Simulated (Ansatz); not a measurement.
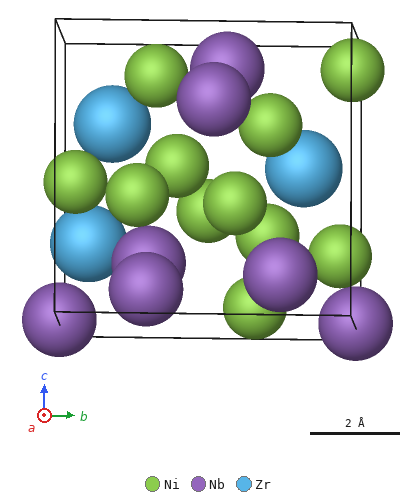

Starting frame of a dynamics run of an amorphous cell of composition Zr3Nb6Ni11 (20 atoms in the cell). A spheres-only model of the simulation cell, seen from a free direction.

Level of theory: Ansatz 0.2.0, DFT PBE, scalar-relativistic, plane waves, PAW.

The input:
```yaml
crystal:
  lattice:
    - [6.817346, -0.138431, -0.296609]
    - [-0.138431, 6.684364, -0.032214]
    - [-0.296609, -0.032214, 6.70197]
  atoms:
    - { symbol: Ni, position: [0.736140622, 0.9541267766, 0.2243350747] }
    - { symbol: Ni, position: [0.3420638922, 0.3901733162, 0.5589159535] }
    - { symbol: Ni, position: [0.5402385066, 0.3261436754, 0.8488094413] }
    - { symbol: Ni, position: [0.8084258246, 0.2717523499, 0.4187092331] }
    - { symbol: Ni, position: [0.6173864535, 0.6638055058, 0.0553591791] }
    - { symbol: Ni, position: [0.7010545326, 0.9937720435, 0.8627395947] }
    - { symbol: Ni, position: [0.7525987592, 0.5996642946, 0.3991586554] }
    - { symbol: Ni, position: [0.5329903989, 0.7111621327, 0.6858256494] }
    - { symbol: Ni, position: [0.4295550693, 0.0501482819, 0.4923625697] }
    - { symbol: Ni, position: [0.0886908292, 0.4872821215, 0.4275416748] }
    - { symbol: Ni, position: [0.4057611052, 0.6979997771, 0.319347344] }
    - { symbol: Nb, position: [0.8814938636, 0.5318866567, 0.7423441609] }
    - { symbol: Nb, position: [0.8442128403, 0.3032869598, 0.0944442885] }
    - { symbol: Nb, position: [0.3422652101, 0.9942233796, 0.0284236688] }
    - { symbol: Nb, position: [0.9824206424, 0.7613381748, 0.137715203] }
    - { symbol: Nb, position: [0.2606473343, 0.555804363, 0.8988052108] }
    - { symbol: Nb, position: [0.5177036108, 0.3007999766, 0.2113959451] }
    - { symbol: Zr, position: [0.1470332986, 0.8110935824, 0.571368182] }
    - { symbol: Zr, position: [0.1112517828, 0.0847785862, 0.3094550427] }
    - { symbol: Zr, position: [0.0689719338, 0.1621053814, 0.7216754345] }
  symmetry: { detect: false }
basis:
  ecutwfc: 420
kpoints:
  mp_grid: { grid: [1, 1, 1], shift: [0.25, 0.25, 0.25] }
hamiltonian:
  xc: pbe
scf:
  occupations: { method: fermi_dirac, width: 0.262 }
  lower_state_search: "off"
  convergence: { dr2_threshold: 1.0e-06 }
output:
  forces: true
  stress: true
md:
  timestep: 3.0
  n_steps: 64
  ensemble: nvt_langevin
  friction: 0.03
  temperature: 3040.0
  initial_velocities: maxwell_boltzmann
  seed: 46378
```

Launched with:
```bash
ansatz run input.yaml --threads 2 --pin off --max-ram 5120MiB --backend cpu --events-out ev --progress --plain --runs-dir out
```

Question: Predict how the run goes.

Answer: The mean temperature in the second half is 3075 K (standard deviation 467 K). The potential energy is still drifting at the end, so the run hasn't reached equilibrium. The potential energy in the second half lies on average 50.2 meV per atom below the first frame. The mean pressure there is 13.7 GPa. In the second half of the run the atoms are, in the root-mean-square, this far from where they began (common drift taken out): Zr 0.62 Å, Ni 0.54 Å, Nb 0.54 Å. The run lasts only 192 fs, too short to tell vibration from diffusion.

Along the run (each row but the first and the last is the mean over the interval that it begins):

```json
{"time (fs)": "0.0", "potential energy (meV/atom)": "0.0", "T (K)": "2888", "p (GPa)": "13.5"}
{"time (fs)": "24.0", "potential energy (meV/atom)": "-12.4", "T (K)": "3101", "p (GPa)": "12.7"}
{"time (fs)": "48.0", "potential energy (meV/atom)": "-67.3", "T (K)": "3790", "p (GPa)": "12.1"}
{"time (fs)": "72.0", "potential energy (meV/atom)": "-131.0", "T (K)": "2882", "p (GPa)": "10.6"}
{"time (fs)": "96.0", "potential energy (meV/atom)": "-52.3", "T (K)": "2784", "p (GPa)": "13.1"}
{"time (fs)": "120.0", "potential energy (meV/atom)": "34.6", "T (K)": "2996", "p (GPa)": "15.6"}
{"time (fs)": "144.0", "potential energy (meV/atom)": "-69.3", "T (K)": "3135", "p (GPa)": "13.4"}
{"time (fs)": "168.0", "potential energy (meV/atom)": "-107.9", "T (K)": "3425", "p (GPa)": "12.6"}
{"time (fs)": "192.0", "potential energy (meV/atom)": "-97.7", "T (K)": "2755", "p (GPa)": "12.4"}
```

The paths of the atoms:

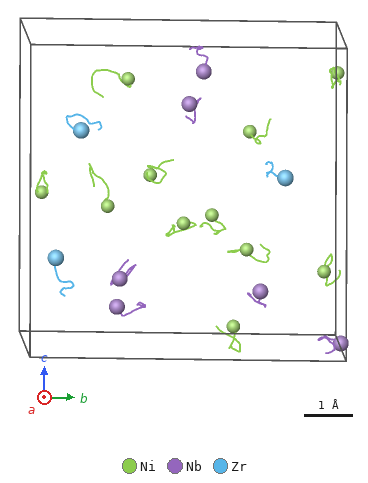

Limits of the set-up: the k-point mesh is coarse for a cell with partly filled bands; the periodic images lie only 6.7 Å apart, so the values are limited by the cell's size.

Cost: 4.8 min on 2 threads of AMD EPYC 7R13 Processor (Zen 3), on a shared host, peak memory 0.77 GiB.
